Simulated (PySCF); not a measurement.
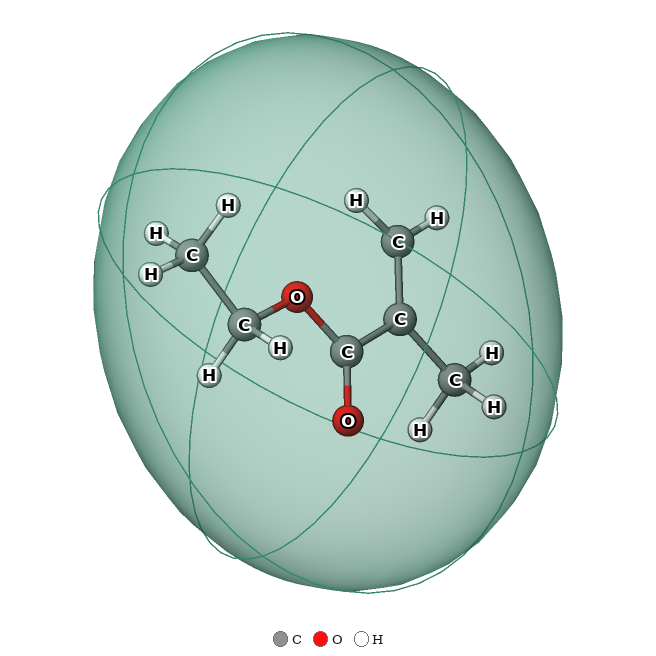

The ellipsoid shows the static dipole polarisability: its half-axes are proportional to the principal values. The geometry was computed by an optimisation with PBE0-D3(BJ)/def2-SVP. No frequency run is at hand to confirm it as a minimum. Level of theory: PBE0/6-31+G* (PySCF 2.14.0).

### Give the principal values, the mean and the anisotropy.

Principal values 55.0, 87.1, 89.1 bohr³; mean 77.1 bohr³ (11.42 Å³); anisotropy 33.1 bohr³, so the longest axis is 1.62 times the shortest.
